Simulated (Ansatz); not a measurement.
**Decaying states in the gap of TeWF4**

Wanted: the relaxed cell of TeWF4, its band edges and its decay constants. It is built by putting Te for O in the WOF4 structure of space group I4, with the volume rescaled by atomic radii. The parent structure comes from the Materials Project.

Calculated with Ansatz 0.2.0; PBEsol DFT, plane waves, PAW files, in the first sound run; inputs show where later runs differ.

The structure was built from a prototype and need not be the compound's stable phase.

### 1. Starting point

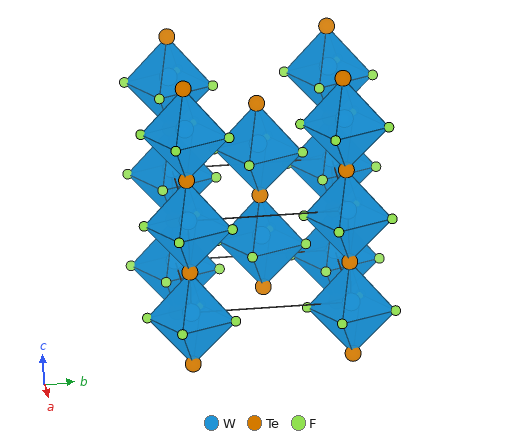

The starting structure, seen slightly off an axis (tungsten blue, tellurium orange, fluorine green). 1×1×2 cells are drawn. This picture shows the conventional cell, with its axes. Some periodic images of atoms are drawn too.

### 2. Cell and atoms at rest

The substituted atoms don't fit the parent's cell, so cell and atoms relax together. A small smearing keeps the run stable in case the gap closes on the way.

Contents of input.yaml:

```yaml
crystal:
  lattice:
    - [-3.5691448246, 3.5691448246, 2.1575119315]
    - [3.5691448246, -3.5691448246, 2.1575119315]
    - [3.5691448246, 3.5691448246, -2.1575119315]
  atoms:
    - { symbol: W, position: [0.99858317, 0.99858317, 0.0] }
    - { symbol: Te, position: [0.55934026, 0.55934026, 0.0] }
    - { symbol: F, position: [0.34378534, 0.99101111, 0.18330466] }
    - { symbol: F, position: [0.99101111, 0.80770645, 0.64722577] }
    - { symbol: F, position: [0.16048068, 0.34378534, 0.35277423] }
    - { symbol: F, position: [0.80770645, 0.16048068, 0.81669534] }
kpoints:
  mp_grid: { grid: [6, 6, 6] }
scf:
  occupations: { method: gaussian, width: 0.03 }
hamiltonian:
  xc: pbesol
output:
  forces: true
  stress: true
relax:
  f_tol: 0.02
  max_steps: 60
  cell: {}
```

Launch:

```bash
$ ansatz run input.yaml --threads 2 --pin off --max-ram 4096MiB --backend cpu --events-out ev --progress --plain --runs-dir out
```

Numbers of over 12 decimals in the logs are rounded to 6 here.

What it wrote:

```text
Engine: ansatz 0.2.0, aarch64-unknown-linux-gnu
Pseudopotentials: kind: paw
Pseudopotential: W, paw, valence charge 14, recommended cutoff 420 eV (normal), W.paw.azcp
Pseudopotential: Te, paw, valence charge 16, recommended cutoff 420 eV (normal), Te.paw.azcp
Pseudopotential: F, paw, valence charge 7, recommended cutoff 420 eV (normal), F.paw.azcp
Functional definition: PBEsol
  exchange = pbesol_x
  correlation = pbesol_c
Crystal: 6 atoms, lattice volume = 109.936 Å³
Basis set: ecut = 420 eV, 2155 PW (Γ), exchange–correlation on 80×80×80 points (8 copies of the dense FFT grid, shifted against one another)
Bands: 35, of which v1, the nominal top of the filled ones, is band 29 counted from 1 (28 counted from 0)
Symmetry: 4 space group operations
Space group: I4 (ITA 79), of the structure as read, at distance tolerance 4.8e-5 Å
k-points: 36 of 216 (time reversal used)
Non-local potential: W, projectors of the file, l = 0: 3, l = 1: 2, l = 2: 2, l = 3: 1
Non-local potential: Te, projectors of the file, l = 0: 2, l = 1: 2, l = 2: 2, l = 3: 2
Non-local potential: F, projectors of the file, l = 0: 2, l = 1: 2, l = 2: 1
PAW form: soft (Blöchl's): semilocal exchange-correlation on the pseudo side does not see the compensation charge
PAW frozen core: W, regenerated for the run's functional, and the local potential with it (the file was generated under x = pbe(κ = 0.804, μ = 0.219515), c = pbe(β = 0.066725))
PAW frozen core: Te, regenerated for the run's functional, and the local potential with it (the file was generated under x = pbe(κ = 0.804, μ = 0.219515), c = pbe(β = 0.066725))
PAW frozen core: F, regenerated for the run's functional, and the local potential with it (the file was generated under x = pbe(κ = 0.804, μ = 0.219515), c = pbe(β = 0.066725))
PAW one-centre angular grid: W, 590 points (default); XC on 64 Gauss nodes
PAW one-centre angular grid: Te, 590 points (default); XC on 64 Gauss nodes
PAW one-centre angular grid: F, 110 points (default); XC on 64 Gauss nodes
Initial density: superposition of atomic densities (neutral atoms: chi_scale 0, normalization atom), corrected by the library's trained network
Initial wavefunctions: pseudopotential atomic-orbital guess
Functional: x = pbesol(κ = 0.804, μ = 0.123457), c = pbesol(β = 0.046)
SCF iter   1: F=—  HF=-20350.616888 eV  |F-HF|=—  |Δ(HF+E_count)|=         —  Δρ=2.19e-2  dr2=6.89e-1  ethr=1.77e-3  ⟨swp⟩=7.5  Hψ=6189  notcnv=0  defer=7
preconditioner: auto → Resta (q_TF=auto, 2.452 Å⁻¹)  ε∞=4.7  [insulator: Δε(μ)=0.213 eV  Ē_g=11.611 eV  σ=0.030 eV  W_gap=1.00  n_scr=32 (ndim 8)  ℏωp=22.4 eV  f_vac=0.229  D(μ)=0.00/eV (n_scr^D=0)  ε∞_Penn≈4.7]
SCF iter   2: F=—  HF=-20350.506125 eV  |F-HF|=—  |Δ(HF+E_count)|=   1.11e-1  Δρ=1.15e-2  dr2=1.09e-1  ethr=1.19e-3  ⟨swp⟩=3.8  Hψ=2372  notcnv=0  defer=36
SCF iter   3: F=—  HF=-20350.484254 eV  |F-HF|=—  |Δ(HF+E_count)|=   2.19e-2  Δρ=4.69e-3  dr2=2.59e-2  ethr=1.89e-4  ⟨swp⟩=2.1  Hψ=1928  notcnv=0  defer=36
SCF iter   4: F=—  HF=-20350.477962 eV  |F-HF|=—  |Δ(HF+E_count)|=   6.29e-3  Δρ=1.50e-3  dr2=3.06e-3  ethr=4.47e-5  ⟨swp⟩=2.1  Hψ=1985  notcnv=0  defer=36
SCF iter   5: F=—  HF=-20350.477327 eV  |F-HF|=—  |Δ(HF+E_count)|=   6.36e-4  Δρ=3.22e-4  dr2=1.81e-4  ethr=5.27e-6  ⟨swp⟩=2.2  Hψ=2182  notcnv=0  defer=35
SCF iter   6: F=—  HF=-20350.477420 eV  |F-HF|=—  |Δ(HF+E_count)|=   9.28e-5  Δρ=1.07e-4  dr2=2.51e-5  ethr=3.12e-7  ⟨swp⟩=2.1  Hψ=1801  notcnv=0  defer=35
SCF iter   7: F=—  HF=-20350.477440 eV  |F-HF|=—  |Δ(HF+E_count)|=   2.05e-5  Δρ=3.49e-5  dr2=1.38e-6  ethr=4.32e-8  ⟨swp⟩=2.0  Hψ=1948  notcnv=0  defer=35
SCF iter   8: F=—  HF=-20350.477442 eV  |F-HF|=—  |Δ(HF+E_count)|=   2.42e-6  Δρ=1.28e-5  dr2=1.83e-7  ethr=2.38e-9  ⟨swp⟩=2.0  Hψ=2236  notcnv=0  defer=35
SCF iter   9: F=-20350.477443 eV  HF=-20350.477443 eV  |F-HF|=1.98e-8  |Δ(HF+E_count)|=   1.46e-7  Δρ=2.36e-6  dr2=8.17e-9  ethr=1.72e-10  ⟨swp⟩=5.0  Hψ=5017  notcnv=0
SCF 1 converged in 9 iterations: F = -20350.477443 eV  dr2 = 8.17e-9
  greatest PAW one-centre occupation: 1.002 electrons in one spin orbital (limit 2), on the Te atom at site 1 (counted from 0), in its partial waves of l = 2
relax step   1: F+E_penalty+E_count = -20350.47744266 eV  Δ(F+E_penalty+E_count) = +0.000e0 eV  max|allowed force component| = 3.144e1 eV/Å  Δτ_max = 0.0000 Å  P = +33.278 GPa  Ω = 109.936 Å³  (9 SCF iters, dr2 threshold 1.00e-7 eV, accepted)
Crystal: 6 atoms, lattice volume = 113.715 Å³
Basis set: ecut = 420 eV, 2243 PW (Γ), exchange–correlation on 80×80×80 points (8 copies of the dense FFT grid, shifted against one another)
Initial density: handed on by an earlier stage of this run
Initial wavefunctions: those handed on with the density
SCF iter   1: F=—  HF=-20356.500199 eV  |F-HF|=—  |Δ(HF+E_count)|=         —  Δρ=4.78e-2  dr2=4.69e0  ethr=3.10e-3  ⟨swp⟩=7.3  Hψ=6069  notcnv=0
preconditioner: auto → Resta (q_TF=auto, 2.439 Å⁻¹)  ε∞=4.2  [insulator: Δε(μ)=0.232 eV  Ē_g=12.262 eV  σ=0.030 eV  W_gap=1.00  n_scr=32 (ndim 8)  ℏωp=22.0 eV  f_vac=0.256  D(μ)=0.00/eV (n_scr^D=0)  ε∞_Penn≈4.2]
SCF iter   2: F=—  HF=-20355.329779 eV  |F-HF|=—  |Δ(HF+E_count)|=    1.17e0  Δρ=2.41e-2  dr2=8.21e-1  ethr=3.10e-3  ⟨swp⟩=3.0  Hψ=2814  notcnv=0  defer=32
preconditioner: auto → LDOS  [metal: Δε(μ)=0.002 eV  Ē_g=11.749 eV  σ=0.030 eV  W_gap=0.05  n_scr=32 (ndim 8)  ℏωp=22.0 eV  f_vac=0.257  D(μ)=11.54/eV (n_scr^D=150)  β→1.0]
SCF iter   3: F=—  HF=-20355.217837 eV  |F-HF|=—  |Δ(HF+E_count)|=   1.12e-1  Δρ=1.85e-2  dr2=5.43e-1  ethr=1.42e-3  ⟨swp⟩=3.0  Hψ=2535  notcnv=0  defer=32
SCF iter   4: F=—  HF=-20355.142537 eV  |F-HF|=—  |Δ(HF+E_count)|=   7.53e-2  Δρ=4.26e-3  dr2=7.83e-3  ethr=9.36e-4  ⟨swp⟩=3.0  Hψ=1846  notcnv=0  defer=33
SCF iter   5: F=—  HF=-20355.146224 eV  |F-HF|=—  |Δ(HF+E_count)|=   3.69e-3  Δρ=1.71e-3  dr2=3.38e-3  ethr=1.35e-5  ⟨swp⟩=2.3  Hψ=2411  notcnv=0  defer=27
SCF iter   6: F=—  HF=-20355.146460 eV  |F-HF|=—  |Δ(HF+E_count)|=   2.35e-4  Δρ=6.73e-4  dr2=5.68e-4  ethr=5.82e-6  ⟨swp⟩=2.2  Hψ=1628  notcnv=0  defer=27
SCF iter   7: F=—  HF=-20355.146469 eV  |F-HF|=—  |Δ(HF+E_count)|=   9.65e-6  Δρ=3.91e-4  dr2=1.93e-4  ethr=9.79e-7  ⟨swp⟩=1.9  Hψ=1410  notcnv=0  defer=25
SCF iter   8: F=—  HF=-20355.146442 eV  |F-HF|=—  |Δ(HF+E_count)|=   2.77e-5  Δρ=8.56e-5  dr2=8.14e-6  ethr=3.33e-7  ⟨swp⟩=2.1  Hψ=1419  notcnv=0  defer=25
SCF iter   9: F=-20355.146443 eV  HF=-20355.146443 eV  |F-HF|=7.90e-9  |Δ(HF+E_count)|=   1.35e-6  Δρ=1.21e-5  dr2=1.14e-7  ethr=1.03e-9  ⟨swp⟩=4.3  Hψ=6057  notcnv=0
SCF 2 converged in 9 iterations: F = -20355.146443 eV  dr2 = 1.14e-7
[...]
relax step  38: F+E_penalty+E_count = -20360.36267156 eV  Δ(F+E_penalty+E_count) = +2.159e-3 eV  max|allowed force component| = 1.322e-1 eV/Å  Δτ_max = 0.0119 Å  P = -0.094 GPa  Ω = 150.092 Å³  energy of the carried Pulay correction = -2.883e-3 eV  (7 SCF iters, dr2 threshold 1.04e-7 eV, accepted)
relax step  39: F+E_penalty+E_count = -20360.35955610 eV  Δ(F+E_penalty+E_count) = +3.115e-3 eV  max|allowed force component| = 4.305e-2 eV/Å  Δτ_max = 0.0198 Å  P = +0.034 GPa  Ω = 151.576 Å³  energy of the carried Pulay correction = -6.678e-3 eV  (7 SCF iters, dr2 threshold 6.00e-7 eV, accepted)
relax step  40: F+E_penalty+E_count = -20360.35870274 eV  Δ(F+E_penalty+E_count) = +8.534e-4 eV  max|allowed force component| = 4.119e-2 eV/Å  Δτ_max = 0.0044 Å  P = -0.019 GPa  Ω = 151.908 Å³  energy of the carried Pulay correction = -7.557e-3 eV  (6 SCF iters, dr2 threshold 1.16e-7 eV, accepted)
relax step  41: F+E_penalty+E_count = -20360.35857413 eV  Δ(F+E_penalty+E_count) = +1.286e-4 eV  max|allowed force component| = 7.888e-4 eV/Å  Δτ_max = 0.0018 Å  P = -0.001 GPa  Ω = 151.969 Å³  energy of the carried Pulay correction = -7.714e-3 eV  (5 SCF iters, dr2 threshold 1.06e-7 eV, accepted)
relax step  42: F+E_penalty+E_count = -20360.36712120 eV  Δ(F+E_penalty+E_count) = -8.547e-3 eV  max|allowed force component| = 4.125e-4 eV/Å  Δτ_max = 0.0000 Å  P = +0.030 GPa  Ω = 151.969 Å³  stress off target by 9.47e-2 GPa  SCF on the basis re-selected at this cell (its energy is not comparable with the rows above)  (8 SCF iters)
relax step  43: F+E_penalty+E_count = -20360.36470313 eV  Δ(F+E_penalty+E_count) = +2.418e-3 eV  max|allowed force component| = 2.306e-3 eV/Å  Δτ_max = 0.0115 Å  P = +0.007 GPa  Ω = 153.161 Å³  energy of the carried Pulay correction = -2.839e-3 eV  (8 SCF iters, dr2 threshold 2.24e-8 eV, accepted)
relax step  44: F+E_penalty+E_count = -20360.36383531 eV  Δ(F+E_penalty+E_count) = +8.678e-4 eV  max|allowed force component| = 1.445e-3 eV/Å  Δτ_max = 0.0034 Å  P = +0.001 GPa  Ω = 153.521 Å³  energy of the carried Pulay correction = -3.730e-3 eV  (9 SCF iters, accepted)
relax step  45: F+E_penalty+E_count = -20360.36779358 eV  Δ(F+E_penalty+E_count) = -3.958e-3 eV  max|allowed force component| = 1.307e-3 eV/Å  Δτ_max = 0.0000 Å  P = +0.016 GPa  Ω = 153.521 Å³  stress off target by 5.83e-2 GPa  SCF on the basis re-selected at this cell (its energy is not comparable with the rows above)  (7 SCF iters)
relax step  46: F+E_penalty+E_count = -20360.36602977 eV  Δ(F+E_penalty+E_count) = +1.764e-3 eV  max|allowed force component| = 1.404e-3 eV/Å  Δτ_max = 0.0087 Å  P = +0.002 GPa  Ω = 154.345 Å³  energy of the carried Pulay correction = -1.943e-3 eV  (8 SCF iters, dr2 threshold 8.49e-9 eV, accepted)
relax step  47: F+E_penalty+E_count = -20360.36577049 eV  Δ(F+E_penalty+E_count) = +2.593e-4 eV  max|allowed force component| = 1.660e-4 eV/Å  Δτ_max = 0.0015 Å  P = -0.001 GPa  Ω = 154.452 Å³  energy of the carried Pulay correction = -2.207e-3 eV  (8 SCF iters, accepted)
iter 1 solved again at ethr=1.49e-6 eV; its pass at ethr=3.10e-3 eV (dr2=8.67e-4 eV) is discarded
SCF iter   1: F=—  HF=-20360.367895 eV  |F-HF|=—  |Δ(HF+E_count)|=         —  Δρ=8.03e-5  dr2=1.06e-6  ethr=1.49e-6  ⟨swp⟩=3.0  Hψ=8881  notcnv=0
eigensolver tolerance schedule: the retry pair's looser diagonalisation over-reported the residual by 819.70 of it (diagonalisation noise at 0.65 of the residual, at the tolerance the schedule requests for it); recorded, not acted on — ethr = c·dr2/N_el stays at c = 1.0e-1
preconditioner: auto → Resta (q_TF=auto, 2.317 Å⁻¹)  ε∞=5.0  [insulator: Δε(μ)=2.419 eV  Ē_g=8.474 eV  σ=0.030 eV  W_gap=1.00  n_scr=34 (ndim 8)  ℏωp=16.9 eV  f_vac=0.331  D(μ)=0.00/eV (n_scr^D=0)  ε∞_Penn≈5.0]
SCF iter   2: F=—  HF=-20360.368076 eV  |F-HF|=—  |Δ(HF+E_count)|=   1.81e-4  Δρ=3.79e-5  dr2=3.34e-7  ethr=1.82e-9  ⟨swp⟩=2.4  Hψ=2322  notcnv=0
SCF iter   3: F=—  HF=-20360.368130 eV  |F-HF|=—  |Δ(HF+E_count)|=   5.40e-5  Δρ=1.72e-5  dr2=5.09e-8  ethr=5.76e-10  ⟨swp⟩=2.0  Hψ=1775  notcnv=0
SCF iter   4: F=—  HF=-20360.368142 eV  |F-HF|=—  |Δ(HF+E_count)|=   1.19e-5  Δρ=2.27e-6  dr2=1.67e-8  ethr=8.78e-11  ⟨swp⟩=2.0  Hψ=1980  notcnv=0
SCF iter   5: F=—  HF=-20360.368142 eV  |F-HF|=—  |Δ(HF+E_count)|=   9.32e-9  Δρ=5.59e-7  dr2=3.90e-10  ethr=2.88e-11  ⟨swp⟩=1.6  Hψ=1280  notcnv=0
SCF iter   6: F=—  HF=-20360.368142 eV  |F-HF|=—  |Δ(HF+E_count)|=  4.15e-10  Δρ=1.42e-7  dr2=6.05e-11  ethr=1.00e-12  ⟨swp⟩=5.4  Hψ=5123  notcnv=0
SCF iter   7: F=-20360.368142 eV  HF=-20360.368142 eV  |F-HF|=1.09e-11  |Δ(HF+E_count)|=  5.82e-11  Δρ=5.50e-8  dr2=7.25e-12  ethr=1.00e-12  ⟨swp⟩=4.2  Hψ=4040  notcnv=0
SCF 48 converged in 7 iterations: F = -20360.368142 eV  dr2 = 7.25e-12
relax step  48: F+E_penalty+E_count = -20360.36814219 eV  Δ(F+E_penalty+E_count) = -2.372e-3 eV  max|allowed force component| = 3.261e-4 eV/Å  Δτ_max = 0.0000 Å  P = +0.008 GPa  Ω = 154.452 Å³  stress off target by 3.77e-2 GPa  SCF on the basis re-selected at this cell (its energy is not comparable with the rows above)  (7 SCF iters)
basis re-selected at this cell: Δ(F+E_penalty+E_count) = -2.372e-3 eV, ΔP = +0.009 GPa vs the last step (what re-selecting the basis moved, of the pressure what is left beyond the Pulay correction that the steps carried, after the strain that the cell walked since its last selection, with what the two solves' SCF thresholds leave and, on support functions, any second-order correction that the steps lacked; it is no m [...]
SCF converged after 7 iterations
Free energy (F): -20360.368142 eV
Harris-Foulkes:  -20360.368142 eV  (|F-HF|=1.09e-11)
Internal energy: -20360.368142 eV  (E = F + TS)
E sigma→0 (E₀):  -20360.368142 eV
Fermi energy:    2.537632 eV
--- Per-component energies (eV) ---
  E_band       = -976.469937
  E_kinetic    = 1444.591179
  E_local      = -6967.350894  (includes V_loc(G=0)·N_el)
  E_nonlocal   = -11.114379
  E_hartree    = 3032.487928
  E_xc         = -696.376149
  E_vxc        = -739.155117  (∫ρ·V_xc dr)
  E_paw        = -13793.692831  (= ΣΔE_a)
  E_vpaw       = -768.424533  (= ΣTr[D̂ρ^β])
  E_aug_tail   = 0.007880  (compensation charges beyond the density's cutoff)
  E_ewald      = -3369.687254
  E_core_change = 0.766378  (= ΣΔE_core)
  E_smearing   = -0.000000  (= −TS)
  E_closure    = 0.000000  (closes the sum)
  Σ components = -20360.368142   (vs F -20360.368142, Δ=0.00e0)
--- Forces (eV/Å), atoms counted from 1 ---
  atom   1  W      0.00000000     0.00000000    -0.00023183
  atom   2  Te     0.00000000     0.00000000     0.00003224
  atom   3  F     -0.00002009     0.00032606     0.00004998
  atom   4  F     -0.00032606    -0.00002009     0.00004998
  atom   5  F      0.00032606     0.00002009     0.00004998
  atom   6  F      0.00002009    -0.00032606     0.00004998
  max |Σ_I F_I| component: 3.53e-7 eV/Å
--- Stress (GPa, compression-positive) ---
       -0.006341       0.000000       0.000000
       -0.000000      -0.006341       0.000000
        0.000000       0.000000       0.037700
  P = ⅓ Tr σ = 0.0083 GPa (0.083 kbar)
--- Relaxed structure (41 steps of the walk, 40 accepted, 7 SCFs on fresh bases) ---
  F+E_penalty+E_count = -20360.36814219 eV   max|allowed force component| = 3.261e-4 eV/Å   (the final SCF, on the basis selected at the relaxed cell)
  cell:  # Å, volume = 154.4520 Å³
    - [-3.462759, 3.462759, 3.220245]
    - [3.462759, -3.462759, 3.220245]
    - [3.462759, 3.462759, -3.220245]
  atoms:
    - { symbol: W, position: [0.989291, 0.989291, 4.404677387335089e-19] }
    - { symbol: Te, position: [0.611693, 0.611693, 4.404677387335197e-19] }
    - { symbol: F, position: [0.323381, 1.065494, 0.258914] }
    - { symbol: F, position: [1.065494, 0.806580, 0.742113] }
    - { symbol: F, position: [0.064468, 0.323381, 0.257887] }
    - { symbol: F, position: [0.806580, 0.064468, 0.741086] }
```

Run time: 6.2 min. Hardware: 2 threads of Arm Neoverse V2, shared host; peak memory 0.46 GiB; 12 min of CPU time.

Relaxation path (22 of 48):

```csv
step,energy less that of the first step (eV),largest force component (eV/Å),pressure (GPa),volume (Å³)
1,0.0000,31.4435,33.28,109.94
3,-7.3147,1.7726,7.04,117.31
5,-8.7069,2.9353,-1.88,113.87
8,-8.9748,0.2641,-1.07,115.04
10,-8.9799,0.0970,-0.01,114.44
12,-8.9847,0.0701,-0.24,113.55
14,-8.9877,0.0279,-0.11,113.07
17,-8.9879,0.0112,-0.01,113.13
19,-8.9882,0.0078,-0.02,113.08
21,-9.6294,0.1949,1.31,118.67
23,-9.6805,0.0426,-0.09,129.82
26,-9.6917,0.0068,0.00,128.33
28,-9.8365,0.0603,0.38,131.37
30,-9.8169,0.0524,0.06,140.72
32,-9.8111,0.0167,-0.04,141.81
35,-9.8645,0.0151,0.03,148.83
37*,-9.8874,0.0046,0.09,148.93
39,-9.8821,0.0430,0.03,151.58
41,-9.8811,0.0008,0.00,151.97
44,-9.8864,0.0014,0.00,153.52
46,-9.8886,0.0014,0.00,154.35
48*,-9.8907,0.0003,0.01,154.45
```

Relaxation steps marked * repeat the geometry before them on a plane-wave basis chosen anew for their cell, so energy and pressure can jump there. Other such steps can lie between the rows shown. Relaxation step 16 was tried and not accepted.

The run keeps the 4 symmetry operations that it works with, so distortions that break them were not tested.

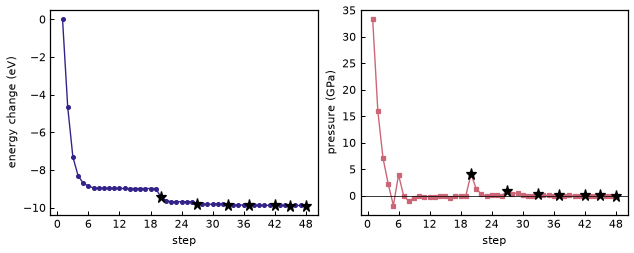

Energy and pressure along the relaxation. Stars mark steps on a basis chosen anew.

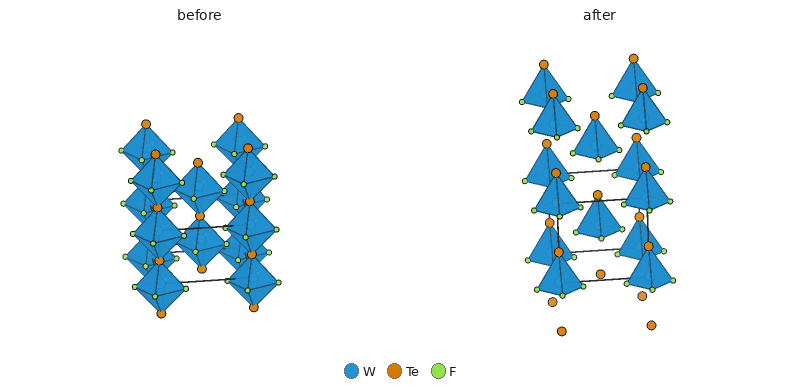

The structure before and after the relaxation, drawn at the same scale. Bonds to atoms that aren't drawn are left out.

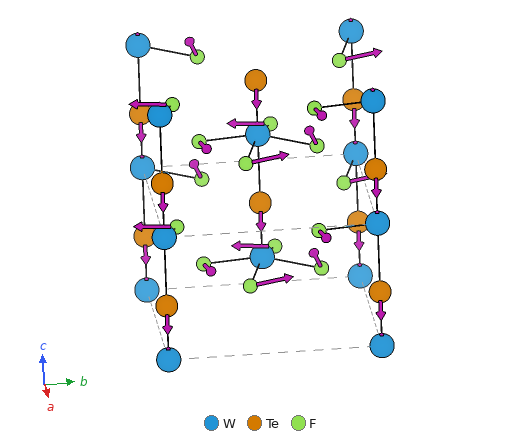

Displacements in the relaxation, exaggerated, measured against the changing cell; the longest in the cell stands for 0.60 Å. 1×1×2 conventional cells are drawn. Some periodic images of atoms are drawn too.

```csv
cell as run,before,after,change
a (Å),5.489,5.861,+6.8 %
b (Å),5.489,5.861,+6.8 %
c (Å),5.489,5.861,+6.8 %
α (°),98.89,107.57,+8.8 %
β (°),98.89,107.57,+8.8 %
γ (°),133.71,113.34,-15.2 %
volume (Å³/atom),18.32,25.74,+40.5 %
```

The atoms that moved most (Å, as changes of fractional coordinates times the final cell):

```csv
atom,dx,dy,dz,length
F4,0.067,0.590,-0.069,0.598
F5,-0.067,-0.590,-0.069,0.598
F6,-0.590,0.067,-0.069,0.598
F3,0.590,-0.067,-0.069,0.598
Te2,0.000,0.000,0.337,0.337
W1,0.000,0.000,-0.060,0.060
```

Final coordinates:

```xyz
6
Lattice="-3.4628 3.4628 3.2202 3.4628 -3.4628 3.2202 3.4628 3.4628 -3.2202" Properties=species:S:1:pos:R:3 pbc="T T T"
W     0.0000    0.0000    6.3715
Te    0.0000    0.0000    3.9396
F     3.4663   -1.6732    3.6388
F     1.6732    3.4663    3.6388
F     1.7896   -0.0036    0.4185
F    -0.0036    5.1360    0.4185
```

Numbers from this step:

```
free energy  : -20360.3681 eV
Fermi energy : 2.538 eV
pressure     : 0.008340 GPa
```

The largest force component on a free atom ends at 3.3e-4 eV/Å.

[end of part 1 of 3]

[Logs are printed without paths, hosts, clocks, repeated set-up lines and the standing remarks that a program may print on its own settings, such as how far it seeks lower states.]

[Hosts, paths, dates, database ids (printed as entryN), source tags and the programs' standing remarks are cut or masked in the printed files.]
